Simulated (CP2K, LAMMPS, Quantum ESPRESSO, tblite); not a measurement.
# Codes compared on glassy 57SiO2-43MgO (mol %) (59 atoms)

Wanted: errors and costs of other methods on glassy 57SiO2-43MgO (mol %) (59 atoms). A plane-wave run serves as the reference.

Method: Kohn-Sham DFT, PBE, SSSP efficiency 1.3.0 pseudopotentials, plane waves, in Quantum ESPRESSO 7.5.

### Step 1. The starting structure

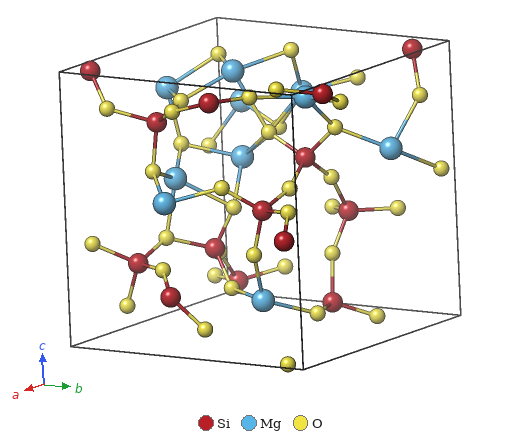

The starting structure, seen slightly off an axis (silicon red, magnesium blue, oxygen yellow). Bonds to atoms that aren't drawn are left out. Some periodic images of atoms are drawn too.

The cell holds 59 atoms: 13 Si, 10 Mg and 36 O. Its edges and angles: a = 9.221 Å, b = 9.221 Å, c = 9.221 Å, α = 90.0°, β = 90.0°, γ = 90.0°. 59 atoms (13 Si, 10 Mg, 36 O) placed at random at 2.46 g/cm³, melted at 4000 K for 10 ps at fixed volume with the Morse and Coulomb pair potential with partial charges (Pedone, Malavasi, Menziani, Cormack and Segre, J. Phys. Chem. B 110, 11780 (2006)). Quenched from 4000 K to 300 K at 5 K/ps and fixed volume, held 10 ps at zero pressure.

### Step 2. The reference run

Contents of pw.in:

```
&control
  calculation = 'scf'
  pseudo_dir = './pseudo'
  outdir = './tmp'
  disk_io = 'none'
  tprnfor = .true.
  tstress = .true.
/
&system
  ibrav = 0
  nat = 59
  ntyp = 3
  ecutwfc = 60
  ecutrho = 480
  nosym = .true.
  occupations = 'smearing'
  smearing = 'fd'
  degauss = 0.003675
/
&electrons
  conv_thr = 2.9e-07
  electron_maxstep = 100
  mixing_beta = 0.4
  mixing_mode = 'plain'
  diagonalization = 'david'
/
ATOMIC_SPECIES
Si 28.085 Si.upf
Mg 24.305 Mg.upf
O 15.999 O.upf
CELL_PARAMETERS angstrom
9.22139 0.00000 0.00000
0.00000 9.22139 0.00000
0.00000 0.00000 9.22139
ATOMIC_POSITIONS crystal
Si 0.42092 0.64752 0.62863
Si 0.24031 0.21030 0.10721
Si 0.11102 0.91650 0.98475
Si 0.32714 0.67463 0.08509
Si 0.74538 0.67707 0.50120
Si 0.79364 0.26971 0.79852
Si 0.17120 0.65223 0.38572
Si 0.90490 0.57475 0.91615
Si 0.96905 0.91914 0.45430
Si 0.80055 0.16866 0.27812
Si 0.99202 0.43466 0.21466
Si 0.50370 0.29792 0.28494
[... 43 atom lines left out ...]
O 0.22108 0.79190 0.02397
O 0.87339 0.32404 0.28064
O 0.31092 0.53008 0.98839
O 0.13013 0.33873 0.65636
K_POINTS gamma
```

The run is started by

```sh
$ OMP_NUM_THREADS=1 mpirun -np 4 pw.x -in pw.in > output.txt
```

Numbers of over 12 decimals in the logs are rounded to 6 here.

The program printed:

```text
Program PWSCF
     gamma-point specific algorithms are used
     one sub-group per band group will be used
     scalapack distributed-memory algorithm (size of sub-group:  2*  2 procs)
     Parallelization info
     sticks:   dense  smooth     PW     G-vecs:    dense   smooth      PW
     Min        2895    1445    363               234992    83101   10437
     Max        2898    1448    366               234998    83106   10440
     Sum       11585    5785   1457               939977   332413   41755
     bravais-lattice index     =            0
     lattice parameter (alat)  =      17.4259  a.u.
     unit-cell volume          =    5291.5849 (a.u.)^3
     number of atoms/cell      =           59
     number of atomic types    =            3
     number of electrons       =       288.00
[... lines left out ...]
     scf convergence threshold =      2.9E-07
[... lines left out ...]
     number of k points=     1  Fermi-Dirac smearing, width (Ry)=  0.0037
[... lines left out ...]
     total energy              =   -1986.84043833 Ry
[... lines left out ...]
     total energy              =   -1990.58760049 Ry
[... lines left out ...]
     total energy              =   -1990.61712043 Ry
[... lines left out ...]
     total energy              =   -1990.64902492 Ry
[... lines left out ...]
     total energy              =   -1990.64902544 Ry
[... lines left out ...]
   -15.0814 -15.0502 -14.8425 -14.7206 -14.6399 -14.5741 -14.5469 -14.5230
[...]
9.6016   9.8264   9.9620  10.1566  10.3189  10.3514  10.3849  10.5365
    10.6487  10.6725  10.7499  10.9162  11.0669  11.1355  11.1524  11.2677
    11.2949  11.3496  11.4754  11.5241  11.5838
     the Fermi energy is     5.2365 ev
!    total energy              =   -1990.64902547 Ry
     estimated scf accuracy    <       0.00000005 Ry
     smearing contrib. (-TS)   =      -0.00000000 Ry
     internal energy E=F+TS    =   -1990.64902547 Ry
     The total energy is F=E-TS. E is the sum of the following terms:
     one-electron contribution =    -793.23256536 Ry
     hartree contribution      =     555.70693295 Ry
     xc contribution           =    -372.00519767 Ry
     ewald contribution        =    -726.29629049 Ry
     one-center paw contrib.   =    -654.82190490 Ry
     convergence has been achieved in  12 iterations
     negative rho (up, down):  1.027E-06 0.000E+00
     Forces acting on atoms (cartesian axes, Ry/au):
     atom    1 type  1   force =     0.07254954    0.00924886   -0.00338985
     atom    2 type  1   force =     0.00119308   -0.00563531   -0.01545809
     atom    3 type  1   force =     0.04385777    0.07116209    0.05432395
[...]
atom   58 type  3   force =     0.00719940   -0.04324739   -0.03644699
     atom   59 type  3   force =     0.01537994   -0.02461207    0.00804620
     Total force =     0.660122     Total SCF correction =     0.000446
     Computing stress (Cartesian axis) and pressure
     negative rho (up, down):  1.027E-06 0.000E+00
          total   stress  (Ry/bohr**3)                   (kbar)     P=       45.56
   0.00023574   0.00000415  -0.00009567           34.68        0.61      -14.07
   0.00000415   0.00030650  -0.00008371            0.61       45.09      -12.31
  -0.00009567  -0.00008371   0.00038692          -14.07      -12.31       56.92
     Message from routine punch:
     Nothing written, as per user request (disk_io='none')
```

It took 62 s on 4 MPI ranks of Arm Neoverse V2, shared host; peak memory 2.2 GiB; 4.2 min of CPU time.

Banners, paths, timers and routine set-up lines are dropped from the logs unmarked, and long logs keep their key lines alone; longer cuts are marked.

Numbers from this run:

| Item | Value |
| --- | --- |
| r.m.s. force component | 1.276 eV/Å |
| longest force | 4.587 eV/Å |
| pressure | 4.556 GPa |
| gap (highest filled to lowest empty level) | 2.318 eV |

### Step 3. Local order

Density 2.51 g/cm³, 13.29 Å³ an atom.

g(r), total and by pair (bins of 0.2 Å):

| r (Å) | total | O-O | O-Si | O-Mg | Si-Si | Si-Mg | Mg-Mg |
| --- | --- | --- | --- | --- | --- | --- | --- |
| 1.50 | 1.61 | 0.00 | 6.00 | 0.00 | 0.00 | 0.00 | 0.00 |
| 1.70 | 1.97 | 0.00 | 7.29 | 0.00 | 0.00 | 0.00 | 0.00 |
| 1.90 | 0.70 | 0.00 | 0.00 | 3.38 | 0.00 | 0.00 | 0.00 |
| 2.10 | 0.84 | 0.00 | 0.00 | 4.07 | 0.00 | 0.00 | 0.00 |
| 2.30 | 0.20 | 0.00 | 0.00 | 0.99 | 0.00 | 0.00 | 0.00 |
| 2.50 | 0.88 | 2.37 | 0.00 | 0.00 | 0.00 | 0.00 | 0.00 |
| 2.70 | 1.34 | 3.14 | 0.00 | 0.47 | 0.00 | 0.31 | 1.68 |
| 2.90 | 0.68 | 0.96 | 0.00 | 0.20 | 1.30 | 1.41 | 3.70 |
| 3.10 | 1.06 | 1.05 | 0.49 | 0.45 | 3.83 | 2.72 | 1.92 |
| 3.30 | 0.94 | 0.80 | 0.68 | 0.63 | 1.76 | 2.38 | 2.25 |
| 3.50 | 0.91 | 0.91 | 0.83 | 0.99 | 0.00 | 1.39 | 1.50 |
| 3.70 | 0.92 | 0.72 | 1.16 | 1.15 | 0.27 | 0.52 | 1.88 |
| 3.90 | 1.17 | 0.72 | 2.01 | 1.32 | 0.23 | 0.79 | 0.80 |
| 4.10 | 0.91 | 0.55 | 1.67 | 0.84 | 0.66 | 0.56 | 0.39 |
| 4.30 | 1.11 | 0.60 | 1.80 | 1.46 | 1.19 | 0.64 | 0.00 |
| 4.50 | 1.17 | 1.11 | 0.95 | 1.62 | 1.43 | 0.71 | 1.24 |

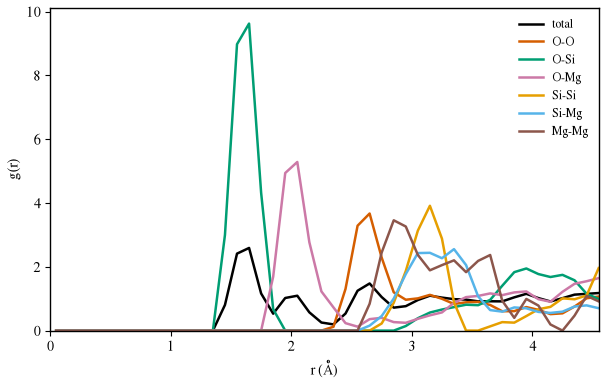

Pair distribution functions, lightly smoothed.

Bonds by pair of elements; cutoffs follow the first minimum of g(r), held within bounds set by covalent radii, and pairs that aren't listed don't count as bonded (cutoffs were set anew for this text, so counts can differ from the run's own analysis):

| pair A-B | cutoff (Å) | bonds | mean length (Å) | spread (Å) | shortest (Å) | B about A | A about B |
| --- | --- | --- | --- | --- | --- | --- | --- |
| O-Si | 2.12 | 52 | 1.62 | 0.052 | 1.52 | 1.44 | 4 |
| O-Mg | 2.52 | 41 | 2.06 | 0.117 | 1.90 | 1.14 | 4.1 |

How many atoms have how many bonded neighbours:

| element | mean | 2 | 3 | 4 | 5 |
| --- | --- | --- | --- | --- | --- |
| Mg | 4.1 | 0 | 0 | 9 | 1 |
| O | 2.58 | 18 | 15 | 3 | 0 |
| Si | 4 | 0 | 0 | 13 | 0 |

Oxygen atoms by the number of network formers (Si, P, Ge, B, Al, As, Ga) bound to them:

| network formers bound to O | O atoms | per cent |
| --- | --- | --- |
| 0 | 2 | 5.6 |
| 1 | 16 | 44.4 |
| 2 | 18 | 50 |

Network units: each former by its oxygen neighbours and how many of them bridge to another former:

| former | O neighbours | bridging O | atoms |
| --- | --- | --- | --- |
| Si | 4 | 2 | 6 |
| Si | 4 | 3 | 4 |
| Si | 4 | 4 | 3 |

Rings of the network by King's shortest-path rule, up to 12 atoms, one path for each pair of neighbours; H, halogens, alkali and alkaline-earth atoms are left out, and the last column divides by all other atoms, bonded or not:

| ring size (atoms) | rings | per network atom |
| --- | --- | --- |
| 10 | 2 | 0.041 |
| 12 | 2 | 0.041 |

### Step 4. What was run beside it

The programs:
- CP2K 2026.2: Gaussian basis with GTH pseudopotentials and a plane-wave density; labels give functional, basis (MOLOPT sets; SR short-range, UZH the newer set with its own potentials), grid cutoff/relative cutoff and solver (OT: orbital transformation; TRS4, TC2, SIGN: linear-scaling purification with its sparsity filter), or its built-in tight binding.
- tblite 0.8.0: extended tight binding, driven from Python.

All use the same cell and atoms; the electronic-structure runs use the same k-mesh, and an electronic temperature of 580 K (0.05 eV) where levels are smeared.

Differences are against the plane-wave reference, forces as r.m.s. over components; share is that over the reference's r.m.s. force, slope the least-squares factor from reference forces to these. Total energies of different programs have different zeros and aren't compared.

| run | Δ force, r.m.s. (meV/Å) | share (%) | slope | Δ pressure (GPa) | Δ gap (eV) | cores | CPU time | memory (GiB) |
| --- | --- | --- | --- | --- | --- | --- | --- | --- |
| reference | - | - | - | - | - | 4 | 4.2 min | 2.2 |
| CP2K GFN1-xTB, OT DIIS | 576 | 45.1 | 0.944 | -5.49 | - | 1 | 3 s | 0.33 |
| CP2K LDA, DZVP-MOLOPT-SR, 1200/60 Ry, OT DIIS | 276 | 21.6 | 0.861 | -6.18 | -0.404 | 4 | 5.7 min | 4.0 |
| CP2K PBE, DZVP-MOLOPT-SR, 1200/60 Ry, OT DIIS | 204 | 16.0 | 0.955 | 0.784 | -0.259 | 4 | 7.9 min | 4.3 |
| CP2K PBE, DZVP-MOLOPT-SR, 1200/60 Ry, SIGN filter 1e-04, SCF 1e-05 (coarse) | 223 | 17.5 | 0.949 | 1.01 | - | 4 | 2.7 min | 4.3 |
| CP2K PBE, DZVP-MOLOPT-SR, 1200/60 Ry, SIGN filter 1e-05, SCF 1e-06 | 207 | 16.2 | 0.954 | 0.849 | - | 4 | 3.2 min | 4.2 |
| CP2K PBE, DZVP-UZH, 1200/60 Ry, diagonalisation | 195 | 15.3 | 0.956 | 1.10 | -0.251 | 4 | 4.6 min | 7.8 |
| CP2K PBE, DZVP-UZH, 420/60 Ry, OT DIIS (coarse) | 600 | 47.0 | 0.954 | 1.38 | -0.274 | 4 | 6.4 min | 1.6 |
| CP2K PBE, SZV-MOLOPT-SR, 1200/60 Ry, OT DIIS (coarse) | 1123 | 88.1 | 1.592 | 18.7 | -1.70 | 2 | 6.9 min | 2.9 |
| tblite GFN1-xTB | 582 | 45.6 | 0.692 | 3.55 | - | 1 | 2.5 s | 0.1 |

Rows marked coarse were listed beforehand as settings not expected to be converged; some can still land near the reference.

CPU time is summed over cores on a shared host, where runs went side by side, so it is rough. Symmetry, cutoffs, thresholds, outputs and thread counts weren't matched or tuned between programs; memory under MPI is the largest rank's times the ranks.

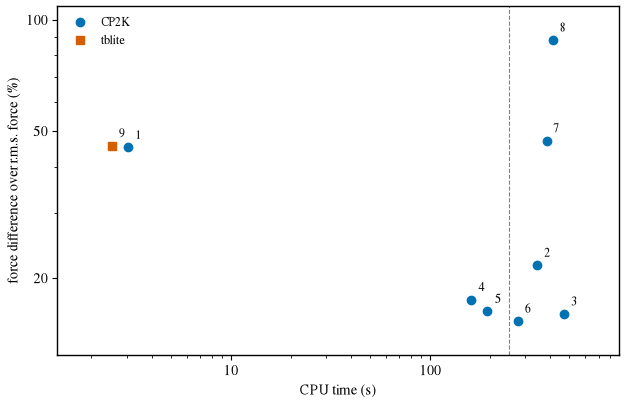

Force difference against CPU time; the dashed line marks the reference's time. Points: 1 CP2K GFN1-xTB, OT DIIS; 2 CP2K LDA, DZVP-MOLOPT-SR, 1200/60 Ry, OT DIIS; 3 CP2K PBE, DZVP-MOLOPT-SR, 1200/60 Ry, OT DIIS; 4 CP2K PBE, DZVP-MOLOPT-SR, 1200/60 Ry, SIGN filter 1e-04, SCF 1e-05; 5 CP2K PBE, DZVP-MOLOPT-SR, 1200/60 Ry, SIGN filter 1e-05, SCF 1e-06; 6 CP2K PBE, DZVP-UZH, 1200/60 Ry, diagonalisation; 7 CP2K PBE, DZVP-UZH, 420/60 Ry, OT DIIS; 8 CP2K PBE, SZV-MOLOPT-SR, 1200/60 Ry, OT DIIS; 9 tblite GFN1-xTB.

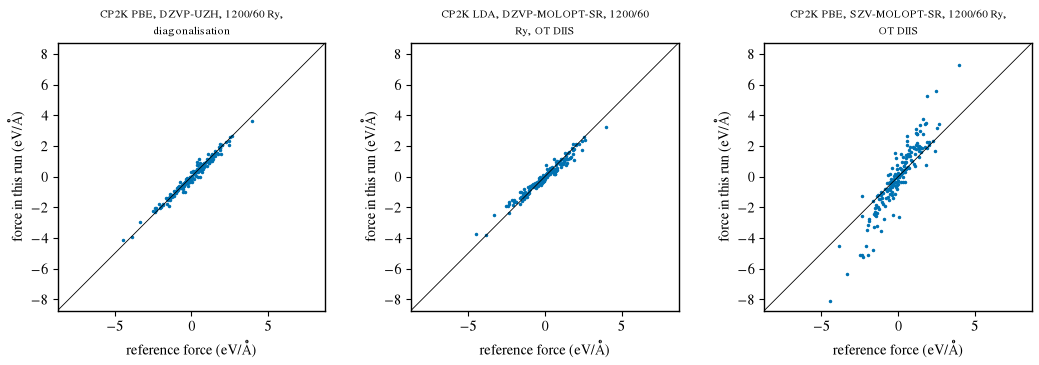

Force components against those of the reference; the line marks equality.

Runs without a result: CP2K HSE06 with ADMM, PBE0 potentials, DZVP-UZH, 1200/60 Ry, OT DIIS (cut off at its time limit of 71 min).

Mean charges by element (e), by run and scheme:

| run | scheme | Si | Mg | O |
| --- | --- | --- | --- | --- |
| CP2K GFN1-xTB, OT DIIS | Mulliken | +0.91 | +0.91 | -0.58 |
| CP2K LDA, DZVP-MOLOPT-SR, 1200/60 Ry, OT DIIS | Mulliken | +0.63 | +1.23 | -0.57 |
| CP2K LDA, DZVP-MOLOPT-SR, 1200/60 Ry, OT DIIS | Hirshfeld | +0.46 | +0.51 | -0.31 |
| CP2K PBE, DZVP-MOLOPT-SR, 1200/60 Ry, OT DIIS | Mulliken | +0.82 | +1.33 | -0.66 |
| CP2K PBE, DZVP-MOLOPT-SR, 1200/60 Ry, OT DIIS | Hirshfeld | +0.49 | +0.55 | -0.33 |
| CP2K PBE, DZVP-MOLOPT-SR, 1200/60 Ry, SIGN filter 1e-05, SCF 1e-06 | Mulliken | +0.82 | +1.33 | -0.66 |
| CP2K PBE, DZVP-UZH, 1200/60 Ry, diagonalisation | Mulliken | +1.11 | +1.43 | -0.80 |
| CP2K PBE, DZVP-UZH, 1200/60 Ry, diagonalisation | Hirshfeld | +0.49 | +0.53 | -0.32 |
| tblite GFN1-xTB | Mulliken | +0.45 | +0.77 | -0.38 |

Within one program, basis, potentials and functional, energies share a zero. Each run against its twin at the usual cutoff or grid and solver:

| run | twin | Δ energy (meV/atom) | Δ force, r.m.s. (meV/Å) | CPU time over the twin's |
| --- | --- | --- | --- | --- |
| CP2K PBE, DZVP-MOLOPT-SR, 1200/60 Ry, SIGN filter 1e-04, SCF 1e-05 | DZVP-MOLOPT-SR, 1200/60 Ry, OT DIIS | -0.0299 | 43.6 | 0.34 |
| CP2K PBE, DZVP-MOLOPT-SR, 1200/60 Ry, SIGN filter 1e-05, SCF 1e-06 | DZVP-MOLOPT-SR, 1200/60 Ry, OT DIIS | -0.223 | 9.81 | 0.41 |
| CP2K PBE, DZVP-UZH, 420/60 Ry, OT DIIS | DZVP-UZH, 1200/60 Ry, diagonalisation | -24.8 | 601 | 1.4 |

### Step 5. Outcome

| Property | Result |
| --- | --- |
| reference r.m.s. force component | 1.28 eV/Å |
| nearest in forces | CP2K PBE, DZVP-UZH, 1200/60 Ry, diagonalisation, 15 % |
| farthest in forces | CP2K PBE, SZV-MOLOPT-SR, 1200/60 Ry, OT DIIS (coarse), 88 % |
| cheapest electronic-structure run beside the reference | tblite GFN1-xTB, 2.5 s of CPU time |

In words: The PBE runs in local orbitals, coarse settings apart, differ by 15 % (CP2K PBE, DZVP-UZH, 1200/60 Ry, diagonalisation) to 16 % (CP2K PBE, DZVP-MOLOPT-SR, 1200/60 Ry, SIGN filter 1e-05, SCF 1e-06); basis, grid and potentials can all enter. Tight binding differs by 45 % (CP2K GFN1-xTB, OT DIIS) to 46 % (tblite GFN1-xTB); it is another model, with fitted parameters of its own, and the xTB methods hold dispersion. Rows with another functional or a dispersion term differ by 22 % (CP2K LDA, DZVP-MOLOPT-SR, 1200/60 Ry, OT DIIS), which mixes the change of model with differences of basis and potentials. Runs with settings chosen to be coarse differ by 17 % (CP2K PBE, DZVP-MOLOPT-SR, 1200/60 Ry, SIGN filter 1e-04, SCF 1e-05) to 88 % (CP2K PBE, SZV-MOLOPT-SR, 1200/60 Ry, OT DIIS), their programs' other errors included. Of the electronic-structure runs that take under half the reference's CPU time, CP2K GFN1-xTB, OT DIIS is among the nearest, at 45 % in 3 s against 4.2 min; its pressure misses by -5.5 GPa. At the same functional, gaps differ from the reference's 2.32 eV by between -1.70 and -0.25 eV. In pressure, CP2K PBE, SZV-MOLOPT-SR, 1200/60 Ry, OT DIIS misses by +18.7 GPa, at the same functional. Charges hang on model, scheme and program or settings: among these rows the mean for Mg runs from +0.51 to +1.43 e. With SIGN, tightening the sparsity filter from 1e-04 to 1e-05, and the SCF threshold with it, takes the force difference from the cubic solver from 44 to 9.8 meV/Å, and the CPU time from 0.34 to 0.41 times the cubic solver's. In the reference: filled and empty levels are parted by 2.32 eV (on the run's k-points); a semilocal functional tends to put such gaps too low. In a disordered cell it changes from sample to sample, and tail or defect levels can set it. In the reference: first main peaks of g(r), for some of the pairs, lie near 2.6 Å (O-O), 1.6 Å (O-Si), 2.0 Å (O-Mg), 3.1 Å (Si-Si), 3.1 Å (Si-Mg) and 2.9 Å (Mg-Mg). Periodic xTB results under one method name differ between programs and library versions. The potentials hold different valence shells: 288 electrons in the reference, 368 in CP2K with DZVP-MOLOPT-SR; this bears on time and differences. The reference's pressure holds the uncorrected Pulay stress of its 60 Ry basis, so small pressure differences, and their order, may be the reference's own error. The quench rate of 5 K/ps is many orders above laboratory rates, so the cell is likely richer in defects and strain than a real sample. The network of bonds at the start is that of the classical potential that made the cell, and needn't be the one that DFT or experiment would give. The electronic-structure runs sample only Γ, in a cell whose shortest periodic width is 9 Å.

[Also dropped from logs without a mark: logging warnings of Python, and SIESTA's first energy breakdown and zero terms.]

[Logs are printed without paths, hosts, clocks, repeated set-up lines and the standing remarks that a program may print on its own settings, such as how far it seeks lower states.]

[Hosts, paths, dates, database ids (printed as entryN), source tags and the programs' standing remarks are cut or masked in the printed files.]
